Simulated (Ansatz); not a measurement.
# Al2H (doublet): correlated methods under varied settings at distance Al1–H3 = 1.619 Å

Aim: run Al2H (doublet) at one geometry under a spread of methods and options, and see what each costs and gives.

Program: Ansatz 0.2.0, Gaussian basis. Level of theory: the settings change from run to run. These are calculated values, not measurements.

22 further runs of the same task are left out: 17 that didn't finish, 5 set aside as unsound or not needed.

## 1. The system

The geometry derives from a PBE0/def2-TZVP stationary point (not a proven minimum). One bond is set to the value named and the two fragments are kept rigid.

3 atoms, charge 0, spin multiplicity 2.

Atoms are counted from 1 here; the program's logs count them from 0.

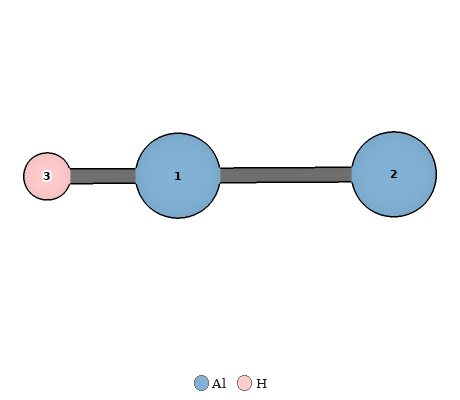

The structure; aluminium light blue, hydrogen pink; atoms are numbered from 1 in the order of the file.

## 2. MRCISD+Q(relaxed)(1,7)/6-31G

Contents of in.yaml:

```yaml
crystal:
  periodic: [false, false, false]
  atoms:
    - {symbol: Al, position_ang: [0.000000, 0.000000, 0.352569]}
    - {symbol: Al, position_ang: [0.000000, 0.000000, -2.324369]}
    - {symbol: H, position_ang: [0.000000, 0.000000, 1.971799]}
basis:
  gaussian: {orbitals: 6-31G}
magnetization: {spin_polarized: false, initial_magnetization: 1}
hamiltonian: {pseudopotentials: {relativity: scalar}}
correlation: {method: fic_mrcisd_q_relaxed, electrons: outside_noble_gas, active_space: {window: {electrons: 1, orbitals: 7}}}
```

Started as:

```console
$ ansatz run in.yaml --threads 1 --pin off --events-out ev --progress --plain --max-ram 2393MiB
```

Standard output, shortened:

```text
Functional definition: HF
  name "HF"
  cite "Fock, Z. Phys. 61, 126 (1930) doi:10.1007/BF01340294"
  parent pbe
[...]
308 factors; integrals over basis functions are off by at most 1.4e-4 eV
[...]
mean field -13199.88880435 eV, -485.0869663537 hartree, gradient 1.6e-6 eV, S^2 0.750000; 4 other end points of the search recorded, 0 dependent functions left out
reference -13199.88880435 eV, -485.0869663537 hartree; 14, 13 occupied and 14, 15 virtual orbitals, 308 factors
state -13199.88880435 eV, -485.0869663537 hartree
contracted CI cycle   1: correlation 0.00000000 eV, 0.0000000000 hartree, residual 7.31e0 eV
contracted CI cycle   2: correlation -1.94922632 eV, -0.0716327459 hartree, residual 1.55e0 eV
contracted CI cycle   3: correlation -2.07471961 eV, -0.0762445395 hartree, residual 5.49e-1 eV
contracted CI cycle   4: correlation -2.08919402 eV, -0.0767764641 hartree, residual 2.08e-1 eV
contracted CI cycle   5: correlation -2.09161443 eV, -0.0768654126 hartree, residual 8.31e-2 eV
contracted CI cycle   6: correlation -2.09201088 eV, -0.0768799819 hartree, residual 4.00e-2 eV
contracted CI cycle   7: correlation -2.09210172 eV, -0.0768833202 hartree, residual 1.98e-2 eV
contracted CI cycle   8: correlation -2.09212031 eV, -0.0768840035 hartree, residual 8.65e-3 eV
contracted CI cycle   9: correlation -2.09212357 eV, -0.0768841232 hartree, residual 3.22e-3 eV
contracted CI cycle  10: correlation -2.09212399 eV, -0.0768841385 hartree, residual 1.09e-3 eV
state -13199.88880435 eV, -485.0869663537 hartree; corrected -13202.21216141 eV, -485.1723481509 hartree
WARN: 6 active orbitals are nearly empty or full. The corrections depend on them more than the energy does, and are more stable in an active space without them
Total energy: -13202.21216141 eV, -485.1723481509 hartree
Relativity: scalar
```

Run time: 1.3 s. Hardware: 1 thread of Arm Neoverse V1, shared host.

From the report: 2 determinants; active occupations 1.00, 0.00, 0.00, 0.00, 0.00, 0.00, 0.00. The report marks this result as in doubt.

## 3. CISD/def2-mTZVP

Contents of in.yaml:

```yaml
crystal:
  periodic: [false, false, false]
  atoms:
    - {symbol: Al, position_ang: [0.000000, 0.000000, 0.352569]}
    - {symbol: Al, position_ang: [0.000000, 0.000000, -2.324369]}
    - {symbol: H, position_ang: [0.000000, 0.000000, 1.971799]}
basis:
  gaussian: {orbitals: def2-mTZVP}
magnetization: {spin_polarized: false, initial_magnetization: 1}
correlation: {active_space: {ras: {orbitals: [3, 1, 33], electrons: 7, max_holes: 2, max_particles: 2}, fixed_orbitals: true}}
```

Same command.

Standard output:

```text
Functional definition: HF
  name "HF"
  cite "Fock, Z. Phys. 61, 126 (1930) doi:10.1007/BF01340294"
  parent pbe
  exchange = exact_x
  correlation = 0
421 factors; integrals over basis functions are off by at most 6.3e-4 eV
mean field evaluation 1: about -13178.8815 eV, gradient 7.3e0 eV
mean field evaluation 2: about -13178.9608 eV, gradient 7.6e0 eV
mean field evaluation 4: about -13179.4955 eV, gradient 1.0e0 eV
mean field evaluation 8: about -13179.5178 eV, gradient 2.7e-1 eV
mean field evaluation 16: about -13179.3948 eV, gradient 2.7e0 eV
mean field evaluation 32: about -13179.5231 eV, gradient 1.0e-1 eV
mean field -13179.52352706 eV, -484.3385562177 hartree, gradient 5.5e-6 eV, S^2 0.750000; 4 other end points of the search recorded, 0 dependent functions left out
reference -13179.52352706 eV, -484.3385562177 hartree; 14, 13 occupied and 33, 34 virtual orbitals, 421 factors
state -13182.23663154 eV, -484.4382609680 hartree
Total energy: -13182.23663154 eV, -484.4382609680 hartree
```

Run time: 1.1 s. Hardware: 1 thread of Arm Neoverse V1, shared host.

From the report: 8,414 determinants.

## 4. CASCI(3,3)/STO-3G

Contents of in.yaml:

```yaml
crystal:
  periodic: [false, false, false]
  atoms:
    - {symbol: Al, position_ang: [0.000000, 0.000000, 0.352569]}
    - {symbol: Al, position_ang: [0.000000, 0.000000, -2.324369]}
    - {symbol: H, position_ang: [0.000000, 0.000000, 1.971799]}
basis:
  gaussian: {orbitals: STO-3G, fitting: {mean_field: def2-universal-jkfit}}
magnetization: {spin_polarized: false, initial_magnetization: 1}
hamiltonian: {pseudopotentials: {relativity: none}}
correlation: {active_space: {window: {electrons: 3, orbitals: 3}, fixed_orbitals: true, states: [{multiplicity: 2, weights: [1, 1, 0.5]}, {multiplicity: 4, weights: [1]}]}}
accuracy: high
output: {forces: true}
```

The command is unchanged.

Standard output, shortened:

```text
Functional definition: HF
  name "HF"
  cite "Fock, Z. Phys. 61, 126 (1930) doi:10.1007/BF01340294"
  parent pbe
[...]
274 factors; integrals over basis functions are off by at most 7.0e-3 eV
[...]
mean field -13017.14504976 eV, -478.3712572410 hartree, gradient 8.1e-9 eV, S^2 0.750000; 6 other end points of the search recorded, 0 dependent functions left out
reference -13017.14504976 eV, -478.3712572410 hartree; 14, 13 occupied and 5, 6 virtual orbitals, 274 factors
state -13017.19864766 eV, -478.3732269274 hartree
state -13015.96456682 eV, -478.3278752930 hartree
state -13012.57809697 eV, -478.2034248213 hartree
state -13013.85786359 eV, -478.2504553772 hartree
[...]
Total energy: -13015.23146473 eV, -478.3009342881 hartree
Atom 0 at     0.000000     0.000000     0.352569 Å, force     0.000000    -0.000000    -1.644837 eV/Å
Atom 1 at     0.000000     0.000000    -2.324369 Å, force    -0.000000    -0.000000     3.661857 eV/Å
Atom 2 at     0.000000     0.000000     1.971799 Å, force    -0.000000     0.000000    -2.017020 eV/Å
Dipole moment:     0.000000     0.000000    -0.500830 e Å
```

It took 0.27 s on 1 thread of Arm Neoverse V1, shared host.

From the report: 2 determinants; active occupations (of the averaged states) 1.56, 0.72, 0.72.

## 5. CASSCF(1,4)/def2-mTZVP

Contents of in.yaml:

```yaml
crystal:
  periodic: [false, false, false]
  atoms:
    - {symbol: Al, position_ang: [0.000000, 0.000000, 0.352569]}
    - {symbol: Al, position_ang: [0.000000, 0.000000, -2.324369]}
    - {symbol: H, position_ang: [0.000000, 0.000000, 1.971799]}
basis:
  gaussian: {orbitals: def2-mTZVP}
magnetization: {spin_polarized: false, initial_magnetization: 1}
correlation: {active_space: {window: {electrons: 1, orbitals: 4}, states: [{multiplicity: 2, weights: [1, 1, 0.5]}]}}
accuracy: high
```

The command is unchanged.

Standard output:

```text
Functional definition: HF
  name "HF"
  cite "Fock, Z. Phys. 61, 126 (1930) doi:10.1007/BF01340294"
  parent pbe
  exchange = exact_x
  correlation = 0
769 factors; integrals over basis functions are off by at most 3.9e-9 eV
mean field evaluation 1: about -13178.9307 eV, gradient 7.5e0 eV
mean field evaluation 2: about -13178.9599 eV, gradient 7.6e0 eV
mean field evaluation 4: about -13179.4976 eV, gradient 1.0e0 eV
mean field evaluation 8: about -13179.5177 eV, gradient 2.7e-1 eV
mean field evaluation 16: about -13179.5235 eV, gradient 5.7e-9 eV
mean field evaluation 32: about -13179.3223 eV, gradient 2.1e0 eV
mean field -13179.52353177 eV, -484.3385563908 hartree, gradient 6.8e-8 eV, S^2 0.750000; 4 other end points of the search recorded, 0 dependent functions left out
reference -13179.52353177 eV, -484.3385563908 hartree; 14, 13 occupied and 33, 34 virtual orbitals, 769 factors
state -13179.51801494 eV, -484.3383536510 hartree
state -13179.51779483 eV, -484.3383455618 hartree
state -13177.13042022 eV, -484.2506111631 hartree
Total energy: -13179.04040795 eV, -484.3208019177 hartree
```

Wall time 1.4 s (1 thread of Arm Neoverse V1, shared host).

From the report: 4 determinants; active occupations (of the averaged states) 0.40, 0.40, 0.20, 0.00.

## 6. CCSD(T) on UHF/6-31G

Contents of in.yaml:

```yaml
crystal:
  periodic: [false, false, false]
  atoms:
    - {symbol: Al, position_ang: [0.000000, 0.000000, 0.352569]}
    - {symbol: Al, position_ang: [0.000000, 0.000000, -2.324369]}
    - {symbol: H, position_ang: [0.000000, 0.000000, 1.971799]}
basis:
  gaussian: {orbitals: 6-31G}
magnetization: {spin_polarized: true, initial_magnetization: 1}
correlation: {method: ccsd_t, electrons: outside_noble_gas}
scf: {lower_state_search: off}
```

Same command.

Standard output, shortened:

```text
Functional definition: HF
  name "HF"
  cite "Fock, Z. Phys. 61, 126 (1930) doi:10.1007/BF01340294"
  parent pbe
[...]
308 factors; integrals over basis functions are off by at most 1.4e-4 eV
[...]
mean field -13178.33000938 eV, -484.2946952519 hartree, gradient 2.7e-6 eV, S^2 0.762124; 0 other end points of the search recorded, 0 dependent functions left out
10 core orbitals not correlated: weight in the atoms' cores, before any rotation towards them, 1.000 or more for the frozen orbitals, at most 0.000 for the correlated occupied ones
reference -13178.33000938 eV, -484.2946952519 hartree; 4, 3 occupied and 14, 15 virtual orbitals, 308 factors
second order -1.46140861 eV of doubles, -0.00000000 eV of singles
cycle   1  -1.90207093 eV  change   -4.4e-1 eV  update   8.2e-2
[...]
cycle  12  -2.18937125 eV  change   -5.6e-6 eV  update   5.4e-6
perturbative correction -0.05546150 eV, -0.0020381725 hartree
Total energy: -13180.57484214 eV, -484.3771913340 hartree
Checks for a lower state left out: stability, starts, cluster_reference, orbital_swaps, neighbouring_geometries, increment
```

Wall time 0.33 s (1 thread of Arm Neoverse V1, shared host).

From the report: ⟨S²⟩ of the determinant 0.762 (pure doublet: 0.75); correlation -2.2448 eV; T1 0.023; largest double amplitude 0.08.

## 7. HF/6-31G

in.yaml: that of step 6 with these lines changed.

```diff
@@ -9,3 +9,4 @@
 magnetization: {spin_polarized: true, initial_magnetization: 1}
-correlation: {method: ccsd_t, electrons: outside_noble_gas}
+hamiltonian: {xc: hf}
 scf: {lower_state_search: off}
+output: {forces: true, orbitals: {seedname: orbitals}}
```

Same command.

Standard output, shortened:

```text
Functional definition: HF
  name "HF"
  cite "Fock, Z. Phys. 61, 126 (1930) doi:10.1007/BF01340294"
  parent pbe
[...]
308 factors; integrals over basis functions are off by at most 1.4e-4 eV
[...]
mean field -13178.33000938 eV, -484.2946952519 hartree, gradient 2.7e-6 eV, S^2 0.762124; 0 other end points of the search recorded, 0 dependent functions left out
[...]
reference -13178.33000938 eV, -484.2946952519 hartree; 14, 13 occupied and 14, 15 virtual orbitals, 308 factors
Total energy: -13178.33000938 eV, -484.2946952519 hartree
Atom 0 at     0.000000     0.000000     0.352569 Å, force     0.000000     0.000000     0.241070 eV/Å
Atom 1 at     0.000000     0.000000    -2.324369 Å, force    -0.000000    -0.000000    -0.274702 eV/Å
Atom 2 at     0.000000     0.000000     1.971799 Å, force     0.000000    -0.000000     0.033631 eV/Å
Dipole moment:    -0.000000     0.000000    -0.058026 e Å
Checks for a lower state left out: stability, starts, cluster_reference, orbital_swaps, neighbouring_geometries, increment
```

Wall time 0.27 s (1 thread of Arm Neoverse V1, shared host).

From the report: ⟨S²⟩ of the determinant 0.762 (pure doublet: 0.75).

## 8. CASSCF(3,8)/cc-pVDZ

Contents of in.yaml:

```yaml
crystal:
  periodic: [false, false, false]
  atoms:
    - {symbol: Al, position_ang: [0.000000, 0.000000, 0.352569]}
    - {symbol: Al, position_ang: [0.000000, 0.000000, -2.324369]}
    - {symbol: H, position_ang: [0.000000, 0.000000, 1.971799]}
basis:
  gaussian: {orbitals: cc-pVDZ}
magnetization: {spin_polarized: false, initial_magnetization: 1}
correlation: {active_space: {window: {electrons: 3, orbitals: 8}, states: [{multiplicity: 2, weights: [1, 0.5, 0.5]}, {multiplicity: 4, weights: [1]}]}}
```

The command is unchanged.

Standard output:

```text
Functional definition: HF
  name "HF"
  cite "Fock, Z. Phys. 61, 126 (1930) doi:10.1007/BF01340294"
  parent pbe
  exchange = exact_x
  correlation = 0
742 factors; integrals over basis functions are off by at most 1.8e-7 eV
mean field evaluation 1: about -13179.0684 eV, gradient 7.2e0 eV
mean field evaluation 2: about -13179.0695 eV, gradient 7.2e0 eV
mean field evaluation 4: about -13179.6188 eV, gradient 9.0e-1 eV
mean field evaluation 8: about -13179.6400 eV, gradient 1.9e-2 eV
mean field evaluation 16: about -13179.6390 eV, gradient 2.2e-1 eV
mean field -13179.64001707 eV, -484.3428371464 hartree, gradient 2.7e-6 eV, S^2 0.750000; 4 other end points of the search recorded, 0 dependent functions left out
reference -13179.64001707 eV, -484.3428371464 hartree; 14, 13 occupied and 27, 28 virtual orbitals, 742 factors
state -13180.54208270 eV, -484.3759874471 hartree
state -13180.52562280 eV, -484.3753825569 hartree
state -13178.51162340 eV, -484.3013694439 hartree
state -13179.43777118 eV, -484.3354047472 hartree
Total energy: -13179.83282566 eV, -484.3499227316 hartree
```

Run time: 4.1 s. Hardware: 1 thread of Arm Neoverse V1, shared host.

From the report: 224 determinants; active occupations (of the averaged states) 1.43, 0.82, 0.63, 0.05, 0.04, 0.02, 0.00, 0.00.

## 9. CASCI(1,2)/6-31G

Contents of in.yaml:

```yaml
crystal:
  periodic: [false, false, false]
  atoms:
    - {symbol: Al, position_ang: [0.000000, 0.000000, 0.352569]}
    - {symbol: Al, position_ang: [0.000000, 0.000000, -2.324369]}
    - {symbol: H, position_ang: [0.000000, 0.000000, 1.971799]}
basis:
  gaussian: {orbitals: 6-31G}
magnetization: {spin_polarized: false, initial_magnetization: 1}
correlation: {active_space: {window: {electrons: 1, orbitals: 2}, fixed_orbitals: true}}
scf: {lower_state_search: light}
```

The command is unchanged.

Standard output:

```text
Functional definition: HF
  name "HF"
  cite "Fock, Z. Phys. 61, 126 (1930) doi:10.1007/BF01340294"
  parent pbe
  exchange = exact_x
  correlation = 0
308 factors; integrals over basis functions are off by at most 1.4e-4 eV
mean field evaluation 1: about -13177.8599 eV, gradient 6.4e0 eV
mean field evaluation 2: about -13177.8625 eV, gradient 6.4e0 eV
mean field evaluation 4: about -13178.2822 eV, gradient 8.0e-1 eV
mean field evaluation 8: about -13178.3048 eV, gradient 2.5e-2 eV
mean field evaluation 16: about -13178.3041 eV, gradient 1.2e-1 eV
mean field evaluation 32: about -13178.3006 eV, gradient 3.7e-1 eV
mean field -13178.30482022 eV, -484.2937695671 hartree, gradient 2.0e-6 eV, S^2 0.750000; 4 other end points of the search recorded, 0 dependent functions left out
reference -13178.30482022 eV, -484.2937695671 hartree; 14, 13 occupied and 14, 15 virtual orbitals, 308 factors
state -13178.30482022 eV, -484.2937695671 hartree
Total energy: -13178.30482022 eV, -484.2937695671 hartree
```

Run time: 0.21 s. Hardware: 1 thread of Arm Neoverse V1, shared host.

From the report: 1 determinant; active occupations 1.00, 0.00. With so small a space the active step adds no correlation: the energy is the mean field's.

## 10. NEVPT2(5,3)/6-31G

in.yaml: that of step 9 with these lines changed.

```diff
@@ -9,3 +9,3 @@
 magnetization: {spin_polarized: false, initial_magnetization: 1}
-correlation: {active_space: {window: {electrons: 1, orbitals: 2}, fixed_orbitals: true}}
-scf: {lower_state_search: light}
+correlation: {method: sc_nevpt2, electrons: all, active_space: {window: {electrons: 5, orbitals: 3}}}
+accuracy: high
```

Launched as before.

Standard output, shortened:

```text
Functional definition: HF
  name "HF"
  cite "Fock, Z. Phys. 61, 126 (1930) doi:10.1007/BF01340294"
  parent pbe
[...]
565 factors; integrals over basis functions are off by at most 3.7e-9 eV
[...]
mean field -13178.30486596 eV, -484.2937712483 hartree, gradient 2.1e-8 eV, S^2 0.750000; 4 other end points of the search recorded, 0 dependent functions left out
reference -13178.30486596 eV, -484.2937712483 hartree; 14, 13 occupied and 14, 15 virtual orbitals, 565 factors
state -13178.30486596 eV, -484.2937712483 hartree
state -13178.30486596 eV, -484.2937712483 hartree; corrected -13179.78856277 eV, -484.3482961001 hartree
WARN: 2 active orbitals are nearly empty or full. The corrections depend on them more than the energy does, and are more stable in an active space without them
Total energy: -13179.78856277 eV, -484.3482961001 hartree
```

Run time: 0.75 s. Hardware: 1 thread of Arm Neoverse V1, shared host.

From the report: 1 determinant; active occupations 2.00, 2.00, 1.00. The report marks this result as in doubt.

## 11. The runs in one table

Where basis and cores are those of an earlier FCI/6-31G run (-13180.6071 eV), and the state is the same kind, the miss against it is given. † marks a result that the program doubts.

```
                                          level         correlated  functions  energy (eV)  from FCI (meV)    time
MRCISD+Q(relaxed)(1,7)/6-31G (relativity set) †  outside noble gas         28  -13202.2122                   1.3 s
                                CISD/def2-mTZVP  outside noble gas         47  -13182.2366                   1.1 s
     CASCI(3,3)/STO-3G (mean of several states)                            19  -13015.2315                  0.27 s
CASSCF(1,4)/def2-mTZVP (mean of several states)                            47  -13179.0404                   1.4 s
                           CCSD(T) on UHF/6-31G  outside noble gas         28  -13180.5748            32.3  0.33 s
                                       HF/6-31G                            28  -13178.3300          2277.1  0.27 s
   CASSCF(3,8)/cc-pVDZ (mean of several states)                            41  -13179.8328                   4.1 s
                               CASCI(1,2)/6-31G                            28  -13178.3048          2302.3  0.21 s
                            NEVPT2(5,3)/6-31G †                all         28  -13179.7886                  0.75 s
```

## 12. Results

| quantity | value |
| --- | --- |
| runs | 9 |
| quickest | CASCI(1,2)/6-31G, 0.21 s |
| slowest | CASSCF(3,8)/cc-pVDZ (mean of several states), 4.1 s |

**Reading.** Total energies in different bases, with other cores or another treatment of relativity can't be set against each other. CASSCF(3,8)/cc-pVDZ (mean of several states) took 20 times as long as CASCI(1,2)/6-31G; the jobs differ in more than the method. Hartree-Fock, CASSCF and CASCI lack dynamic correlation by design.
